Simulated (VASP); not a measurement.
Band structure of MoW (ordered alloy cell). Method: PBEsol GGA, VASP's PBE PAW potentials (set 64) (plane waves; VASP).

Unless said otherwise, spin-orbit coupling is left out, though it shifts the bands of the heavy elements here.

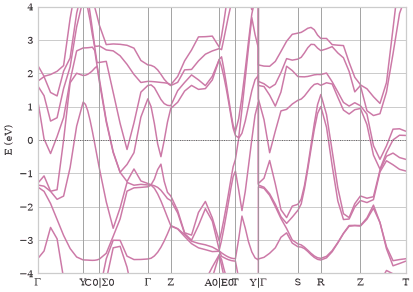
*Bands along high-symmetry lines, zero at the valence-band maximum or, without a gap, the Fermi level*

Task: Read the plot: is there a gap, and where are the band edges?

Result: It has no gap at this level: it comes out as a metal or semimetal. (Edges off the drawn lines would not show.)

The structure was generated: MoW was put into an ordered model structure (Cmmm), which need not be its known phase. It was relaxed first.
